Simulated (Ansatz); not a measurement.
# Amorphous trans-polyacetylene (as short chains C28H32): a series in repeats of the contents

Do the results settle as the cell grows, and how fast does the cost rise?

Computed with Ansatz 0.2.0: Kohn-Sham DFT, PBE+D3(BJ), PAW (set soft_2). Every run is a single point, with the atoms held where the recipe put them (cutoff of the plane-wave runs 420 eV, gaussian smearing of 0.05 eV).

First member: 3 trans-polyacetylene chains of 13 units with methyl end groups placed at random, at 1.08 g/cm³; overlaps pushed apart, then 20 ps at 800 K with MMFF94 bonds, angles, torsions, charges and radii (Halgren, J. Comput. Chem. 17, 490 (1996)) in harmonic and 12-6 forms. Snapshot after 30 ps at 250 K and fixed volume.

Last member: 9 trans-polyacetylene chains of 13 units with methyl end groups placed at random, at 1.08 g/cm³; overlaps pushed apart, then 20 ps at 800 K with MMFF94 bonds, angles, torsions, charges and radii (Halgren, J. Comput. Chem. 17, 490 (1996)) in harmonic and 12-6 forms. Snapshot after 30 ps at 250 K and fixed volume.

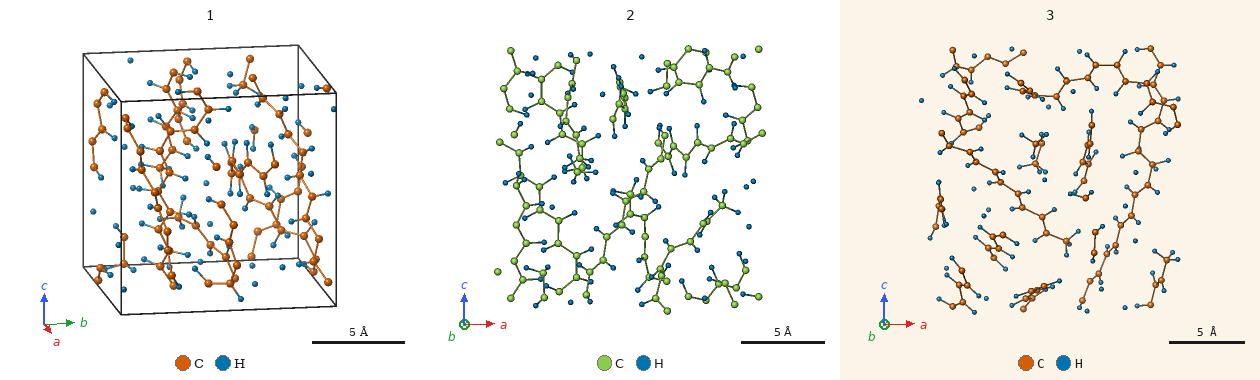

Three members of the series, labelled by repeats of the contents. Bonds to atoms that aren't drawn are left out. Some periodic images of atoms are drawn too. Drawn is a slice 8 Å thick, seen along the normal of the ac plane. Drawn is a slice 6 Å thick, seen along the normal of the ac plane.

The members:

```tsv
repeats of the contents	reduced formula	atoms	valence electrons	k-mesh	basis	density (g/cm³)
1	H8C7	180	432	1×1×1	plane waves	1.08
2	H8C7	360	864	1×1×1	plane waves	1.08
3	H8C7	540	1296	1×1×1	plane waves	1.08
```

Each cell is one sample from a classical run, so sample-to-sample scatter enters every column; pressures lack the kinetic term, and hold the strain of bonds inside molecules, whose lengths the classical model set.

The input of the first member, without its atom lines; other members have their own cell and atoms, and may differ in mesh, basis and outputs:

```yaml
crystal:
  lattice:
    - [11.9497, 0.0, 0.0]
    - [0.0, 11.9497, 0.0]
    - [0.0, 0.0, 11.9497]
  atoms:
    [... 180 lines ...]
kpoints:
  mp_grid: { grid: [1, 1, 1] }
hamiltonian:
  xc: pbe
  dispersion: d3bj
scf:
  occupations: { method: gaussian, width: 0.05 }
output:
  forces: true
  stress: true
  populations: true
  dos:
    method: { smearing: { sigma: 0.1 } }
    de: 0.1
    projected: { site_lists: { C: [C], H: [H] } }
  eigenvalues: true
  write_density: true
  write_potential: true
  volumetric_format: npy
```

Predict the trends along the series.

Results; charges are mean Löwdin charges in e:

```tsv
repeats of the contents	energy less the largest cell's (meV/atom)	pressure (GPa)	r.m.s. force (eV/Å)	gap (eV)	q(C)	q(H)
1	-1.7	5.20	0.957	1.15	-0.14	+0.18
2	3.2	5.51	0.934	1.14	-0.14	+0.18
3	0.0	4.81	0.915	1.14	-0.14	+0.18
```

The gap is that between the highest filled and lowest empty Kohn-Sham level on the run's k-points, and semilocal functionals tend to put gaps under measured ones. The projection misses up to 0.029 e an atom, so the charges add up to more than the cell's charge. Löwdin charges hang on the projection basis and can even invert the polarity of covalent bonds.

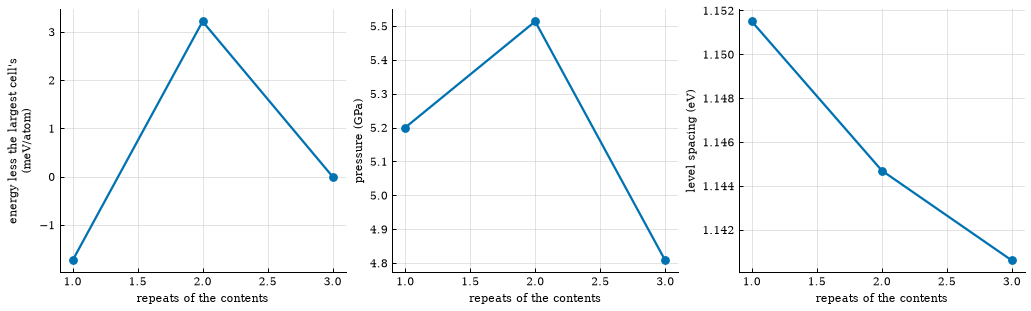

Results against repeats of the contents.

Cost on 8 threads of Arm Neoverse V2, shared host:

```tsv
repeats of the contents	atoms	basis	k-mesh	SCF cycles	time	host memory (GiB)	Δ force from the first basis (meV/Å)
1	180	plane waves	1×1×1	10	13 s	2.1	-
1	180	support functions	1×1×1	13	31 s	2.8	4.9
2	360	plane waves	1×1×1	11	76 s	6.0	-
2	360	support functions	1×1×1	15	86 s	5.9	5.0
3	540	plane waves	1×1×1	11	3.8 min	10	-
3	540	support functions	1×1×1	13	2.5 min	7.9	5.0
```

Times include the outputs that each run asked for, on hosts shared with other jobs.

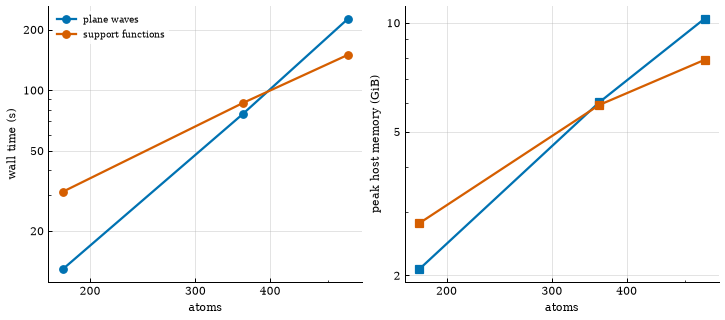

Wall time and memory against the number of atoms.

The energy per atom of the smallest cell lies 1.7 meV below that of the largest; what changes from cell to cell is the k-sampling and the sample. The two largest cells differ by 3.2 meV/atom. The gap goes from 1.15 eV at 1 to 1.14 eV at 3; in single samples it varies with the configuration. The pressure is lowest at 3 (4.8 GPa) and highest at 2 (5.5 GPa), with no steady trend. Support functions take 2.4 times the wall time of plane waves at 180 atoms and 0.66 times at 540 (the times hold unlike extra outputs; shared hosts, so rough; some runs shed caches under their memory cap, which slows them).

**Limits.** The network of contacts between molecules at the start is that of the classical potential that made the cell, and needn't be the one that DFT or experiment would give. The cells aren't relaxed by DFT, which could reorder their energies.

[Logs are printed without paths, hosts, clocks, repeated set-up lines and the standing remarks that a program may print on its own settings, such as how far it seeks lower states.]

[Hosts, paths, dates, database ids (printed as entryN), source tags and the programs' standing remarks are cut or masked in the printed files.]

[The MMFF94 radii named for the starting cell were scaled by 0.96; in molecules described by MMFF94, hydrogen bound to N, O or S took a small fixed 12-6 site in their place.]
